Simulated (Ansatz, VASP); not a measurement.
**HfFe3Si2 in two plane-wave programs**

One calculation is typed for both programs; each brings its own data sets and cutoff. How far apart do they land? The cell is invented: As first built, before any earlier steps moved the atoms: it takes the FeGe structure with some of its atoms replaced by other elements, volume scaled by an estimate. It may not be a known or stable phase. The cell comes out of earlier VASP steps on this material, which relaxed, scaled or displaced it; both programs get it as it stands.

Program: Ansatz 0.2.0. Level of theory: plane waves, with VASP 6.6.1 beside it; single point at PBE and single point at BLYP. Results are calculated unless marked as measured.

**1. Starting point**

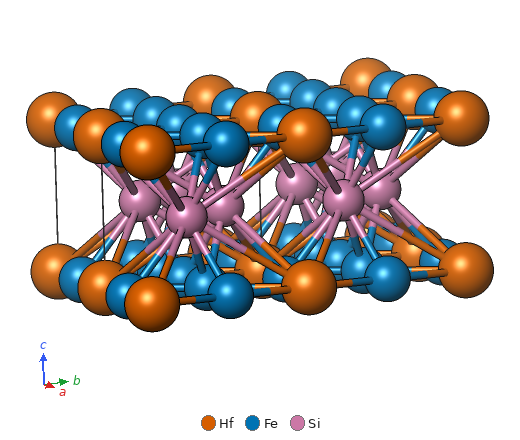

Start, viewed slightly off an axis; hafnium orange, iron blue, silicon pink. 2×2×1 cells are drawn. Some periodic images of atoms are drawn too.

**2. VASP: single point, PBE**

With cell and atoms fixed, the geometry can't cause a difference; cores, projectors, grids and the points listed under the comparison can.

Lines of VASP's logs that name or quote its potential files are left out, and so is its time.

Contents of INCAR:

```
SYSTEM = HfFe3Si2
PREC = Accurate
ENCUT = 400
EDIFF = 1E-06
NELM = 100
ISMEAR = -1
SIGMA = 0.05
LREAL = .FALSE.
ALGO = Normal
GGA = PE
ISPIN = 2
MAGMOM = 0 3 3 3 0 0
LMAXMIX = 4
LORBIT = 11
LWAVE = .FALSE.
LCHARG = .TRUE.
ISIF = 2
LELF = .TRUE.
LVHAR = .TRUE.
```

Contents of POSCAR:

```
HfFe3Si2
1.0
    5.1284355488      0.0000000472      0.0000000000
   -2.5642171927      4.4413553171      0.0000000000
    0.0000000000      0.0000000000      3.6629653432
Hf Fe Si
1 3 2
Direct
    0.0000000000      0.0000000000      0.0000000000
    0.5000000000      0.0000000000      0.0000000000
    0.5000000000      0.5000000000      0.0000000000
    0.0000000000      0.5000000000      0.0000000000
    0.3333333300      0.6666666700      0.5000000000
    0.6666666700      0.3333333300      0.5000000000
```

Contents of KPOINTS:

```
Automatic mesh
0
Gamma
6 6 7
0 0 0
```

PAW data sets: Hf_pv, Fe and Si (PBE family, release 64).

Run with:

```console
$ mpirun -np 2 vasp_std
```

Numbers of over 12 decimals in the logs are rounded to 6 here.

Output:

```text
[banner, memory and clock lines left out]
running    2 mpi-ranks, on    1 nodes
 distrk:  each k-point on    2 cores,    1 groups
 distr:  one band on    1 cores,    2 groups

 POSCAR found type information on POSCAR HfFeSi
 POSCAR found :  3 types and       6 ions
 LDA part: xc-table for (Slater+PW92), standard interpolation
 POSCAR, INCAR and KPOINTS ok, starting setup
 FFT: planning ... GRIDC
 FFT: planning ... GRID_SOFT
 FFT: planning ... GRID
 WAVECAR not read
 entering main loop
       N       E                     dE             d eps       ncg     rms          rms(c)
DAV:   1     0.267933487109E+03    0.26793E+03   -0.15398E+04  3360   0.122E+03
DAV:   2    -0.286845898035E+02   -0.29662E+03   -0.28422E+03  3360   0.345E+02
DAV:   3    -0.491432620300E+02   -0.20459E+02   -0.19067E+02  4150   0.963E+01
DAV:   4    -0.502853750745E+02   -0.11421E+01   -0.11271E+01  4848   0.217E+01
DAV:   5    -0.503184543050E+02   -0.33079E-01   -0.33062E-01  4514   0.351E+00    0.599E+01
DAV:   6    -0.543855469132E+02   -0.40671E+01   -0.72848E+01  5028   0.976E+01    0.269E+01
DAV:   7    -0.511508518951E+02    0.32347E+01   -0.10417E+02  5262   0.102E+02    0.449E+01
DAV:   8    -0.470560796908E+02    0.40948E+01   -0.14898E+01  5288   0.339E+01    0.137E+01
DAV:   9    -0.466564428531E+02    0.39964E+00   -0.13486E+00  5068   0.103E+01    0.362E+00
DAV:  10    -0.466369390108E+02    0.19504E-01   -0.23302E-01  5200   0.350E+00    0.293E+00
DAV:  11    -0.466667083428E+02   -0.29769E-01   -0.10292E-01  5360   0.184E+00    0.181E+00
DAV:  12    -0.466693546765E+02   -0.26463E-02   -0.21885E-02  5030   0.108E+00    0.124E+00
DAV:  13    -0.466679600871E+02    0.13946E-02   -0.21161E-02  5132   0.758E-01    0.678E-01
DAV:  14    -0.466703247915E+02   -0.23647E-02   -0.16114E-02  5110   0.716E-01    0.284E-01
DAV:  15    -0.466712013688E+02   -0.87658E-03   -0.58155E-03  4868   0.494E-01    0.113E-01
DAV:  16    -0.466712691082E+02   -0.67739E-04   -0.43822E-04  4130   0.168E-01    0.723E-02
DAV:  17    -0.466712895230E+02   -0.20415E-04   -0.12248E-04  3954   0.479E-02    0.490E-02
DAV:  18    -0.466713013016E+02   -0.11779E-04   -0.30376E-05  5130   0.400E-02    0.240E-02
DAV:  19    -0.466713039711E+02   -0.26695E-05   -0.35020E-05  5140   0.434E-02    0.889E-03
DAV:  20    -0.466713044817E+02   -0.51067E-06   -0.23945E-06  2782   0.106E-02
   1 F= -.46671304E+02 E0= -.46645839E+02  d E =-.509307E-01  mag=     1.8346
```

Parts of OUTCAR (step 2):

```text
ion  position               nearest neighbor table
   1  0.000  0.000  0.000-   4 2.56   4 2.56   2 2.56   2 2.56   3 2.56   3 2.56   6 3.48   5 3.48
                             6 3.48   5 3.48   6 3.48   6 3.48   5 3.48   5 3.48   6 3.48   5 3.48
   2  0.500  0.000  0.000-   5 2.36   6 2.36   5 2.36   6 2.36   3 2.56   3 2.56   1 2.56   1 2.56
                             4 2.56   4 2.56
   3  0.500  0.500  0.000-   5 2.36   6 2.36   5 2.36   6 2.36   2 2.56   2 2.56   4 2.56   4 2.56
                             1 2.56   1 2.56
   4  0.000  0.500  0.000-   5 2.36   6 2.36   5 2.36   6 2.36   1 2.56   1 2.56   3 2.56   3 2.56
                             2 2.56   2 2.56
   5  0.333  0.667  0.500-   3 2.36   3 2.36   2 2.36   2 2.36   4 2.36   4 2.36   6 2.96   6 2.96
                             6 2.96   1 3.48   1 3.48   1 3.48   1 3.48   1 3.48   1 3.48
   6  0.667  0.333  0.500-   3 2.36   3 2.36   2 2.36   2 2.36   4 2.36   4 2.36   5 2.96   5 2.96
                             5 2.96   1 3.48   1 3.48   1 3.48   1 3.48   1 3.48   1 3.48

  LATTYP: Found a hexagonal cell.
 ALAT       =     5.1284355488
 C/A-ratio  =     0.7142461494

 Subroutine GETGRP returns: Found 24 space group operations
 (whereof 24 operations were pure point group operations)

The static configuration has the point symmetry D_6h.

 Found     28 irreducible k-points:

   k-points           NKPTS =     28   k-points in BZ     NKDIM =     28   number of bands    NBANDS=     30

   dimension x,y,z NGX =    36 NGY =   36 NGZ =   24
   dimension x,y,z NGXF=    72 NGYF=   72 NGZF=   48

   ENCUT  =  400.0 eV  29.40 Ry    5.42 a.u.   8.36  8.36  5.97*2*pi/ulx,y,z

   NELECT =      42.0000    total number of electrons

 k-points in reciprocal lattice and weights: Automatic mesh
   0.00000000  0.00000000  0.00000000       0.004
   0.16666667 -0.00000000  0.00000000       0.024
   0.33333333  0.00000000  0.00000000       0.024
   0.50000000  0.00000000  0.00000000       0.012
   0.16666667  0.16666667  0.00000000       0.024
   0.33333333  0.16666667  0.00000000       0.048
   0.33333333  0.33333333  0.00000000       0.008
   0.00000000  0.00000000  0.14285714       0.008
   0.16666667 -0.00000000  0.14285714       0.048
[...]
0.33333333  0.16666667  0.42857143       0.095
   0.33333333  0.33333333  0.42857143       0.016

 average (electrostatic) potential at core
       1 -35.5505       2 -41.9719       3 -41.9719       4 -41.9719       5 -82.2656
       6 -82.2656

 E-fermi :   7.0250

 spin component 1
 k-point     1 :       0.0000    0.0000    0.0000
  band No.  band energies     occupation
    ...
     19       6.0112      1.00000
     20       6.3893      1.00000
     21       6.3893      1.00000
     22       6.4254      0.99999
     23       6.6528      0.99941
     24       7.7654      0.00000
     25       8.7680      0.00000
     26       8.7680      0.00000
     27      10.5799      0.00000
     28      10.5799      0.00000
    ...

 k-point     2 :       0.1667   -0.0000    0.0000
  band No.  band energies     occupation
    ...
     17       5.7749      1.00000
     18       5.8751      1.00000
     19       6.0375      1.00000
     20       6.2768      1.00000
     21       6.4137      1.00000
     22       7.0727      0.27789
     23       7.1972      0.03090
     24       7.8671      0.00000
     25       8.7903      0.00000
     26       8.8080      0.00000
    ...

 k-point     3 :       0.3333    0.0000    0.0000
  band No.  band energies     occupation
    ...
     17       5.5427      1.00000
     18       5.6631      1.00000
     19       5.9373      1.00000
     20       6.3250      1.00000
     21       6.4292      0.99999
     22       7.3693      0.00102
     23       7.6745      0.00000
     24       8.1252      0.00000
     25       8.8358      0.00000
     26       9.0996      0.00000
    ...

 k-point     4 :       0.5000    0.0000    0.0000
  band No.  band energies     occupation
    ...
     17       5.4474      1.00000
     18       5.5410      1.00000
     19       5.6531      1.00000
     20       6.4378      0.99999
     21       6.5094      0.99997
     22       7.2628      0.00851
     23       7.8254      0.00000
     24       8.2487      0.00000
     25       8.8212      0.00000
     26       9.7341      0.00000
    ...

 k-point     5 :       0.1667    0.1667    0.0000
  band No.  band energies     occupation
    ...
     17       5.5656      1.00000
     18       5.7087      1.00000
     19       6.1707      1.00000
     20       6.2250      1.00000
     21       6.2599      1.00000
     22       7.3842      0.00076
     23       7.6218      0.00001
     24       8.0318      0.00000
     25       8.7633      0.00000
     26       9.0743      0.00000
    ...

 k-point     6 :       0.3333    0.1667    0.0000
  band No.  band energies     occupation
    ...
     17       5.3795      1.00000
     18       5.4473      1.00000
     19       5.7859      1.00000
     20       6.2297      1.00000
     21       6.4151      0.99999
     22       7.3097      0.00335
     23       8.0489      0.00000
     24       8.2497      0.00000
     25       8.7329      0.00000
     26       9.4928      0.00000
    ...

  Total       -0.0575810     -0.0575809      0.0287205     -0.0000000      0.0000000      0.0000000
  in kB       -1.1057481     -1.1057480      0.5515312     -0.0000002      0.0000000      0.0000000
  external PRESSURE =      -0.5533216 kB  Pullay stress =       0.0000000 kB

  energy-cutoff  :      400.00
  volume of cell :       83.43
      direct lattice vectors                 reciprocal lattice vectors
     5.128435549  0.000000047  0.000000000     0.194991238  0.112578222  0.000000000
    -2.564217193  4.441355317  0.000000000    -0.000000002  0.225156495  0.000000000
     0.000000000  0.000000000  3.662965343     0.000000000  0.000000000  0.273002856

 POSITION                                       TOTAL-FORCE (eV/Angst)
 -----------------------------------------------------------------------------------
      0.00000      0.00000      0.00000        -0.000000      0.000000     -0.000000
      2.56422      0.00000      0.00000        -0.000000      0.000000     -0.000000
      1.28211      2.22068      0.00000        -0.000000      0.000000     -0.000000
     -1.28211      2.22068      0.00000        -0.000000      0.000000     -0.000000
      0.00000      2.96090      1.83148         0.000000     -0.000000      0.000000
      2.56422      1.48045      1.83148        -0.000000      0.000000     -0.000000
 -----------------------------------------------------------------------------------
    total drift:                                0.000000      0.000000     -0.000000

  FREE ENERGIE OF THE ION-ELECTRON SYSTEM (eV)
  ---------------------------------------------------
  free  energy   TOTEN  =       -46.6713044817 eV

  energy  without entropy=      -46.6203737998  energy(sigma->0) =      -46.64583914

 total charge
# of ion       s       p       d       tot
------------------------------------------
    1        0.424   6.405   1.574   8.403
    2        0.498   0.590   6.536   7.624
    3        0.498   0.590   6.536   7.624
    4        0.498   0.590   6.536   7.624
    5        0.747   0.869   0.000   1.616
    6        0.747   0.869   0.000   1.616
--------------------------------------------------
tot          3.411   9.914  21.183  34.508

 magnetization (x)
# of ion       s       p       d       tot
------------------------------------------
    1       -0.014  -0.025  -0.220  -0.259
    2       -0.000  -0.001   0.753   0.751
    3       -0.000  -0.001   0.753   0.751
    4       -0.000  -0.001   0.753   0.751
    5       -0.008  -0.019   0.000  -0.027
    6       -0.008  -0.019   0.000  -0.027
--------------------------------------------------
tot         -0.031  -0.067   2.040   1.942

[... 6 further parts left out ...]
```

The run ends at a pressure of -0.06 GPa.

(Part 1 of 2 ends here.)

[Lines on the potential files, build, host, timing and source positions are cut from VASP's logs without a mark.]

[Logs are printed without paths, hosts, clocks, repeated set-up lines and the standing remarks that a program may print on its own settings, such as how far it seeks lower states.]

[Hosts, paths, dates, database ids (printed as entryN), source tags and the programs' standing remarks are cut or masked in the printed files.]
